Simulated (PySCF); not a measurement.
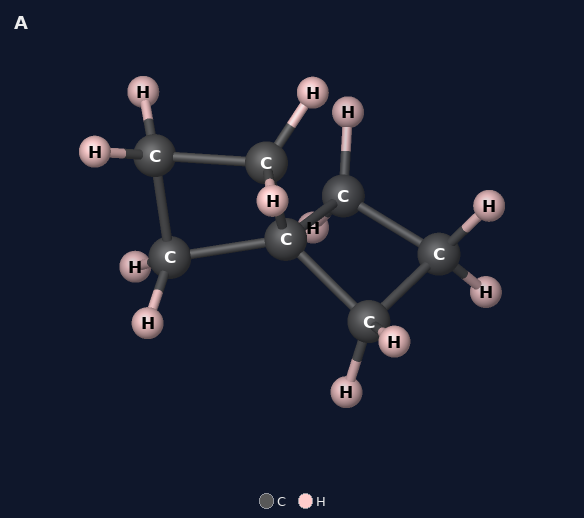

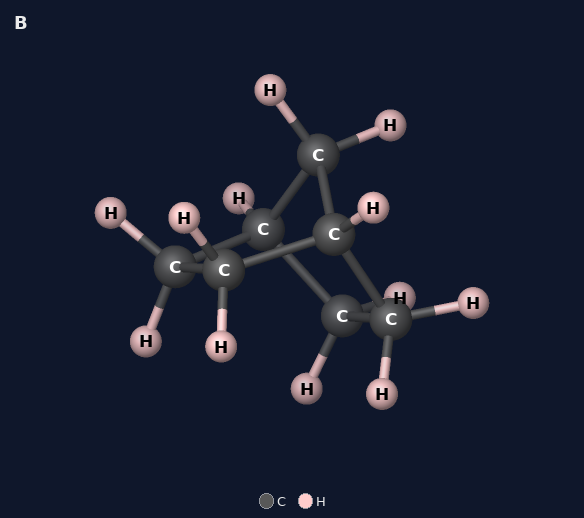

2 stationary structures of one formula. Geometries: PBE0-D3(BJ)/def2-SVP. Electronic energies: PBE0-D3(BJ)/def2-SVP (PySCF 2.14.0), without zero-point energy. No frequency run is at hand to confirm each as a minimum.

Are they conformers, stereoisomers or constitutional isomers?

Answer. They are constitutional isomers of C7H12: A `C1CC2(C1)CCC2`, B `C1C[C@H]2CC[C@@H]1C2`.

Which structure is the most stable?

Answer. B is lowest; A lies 35.0 kcal/mol above it.
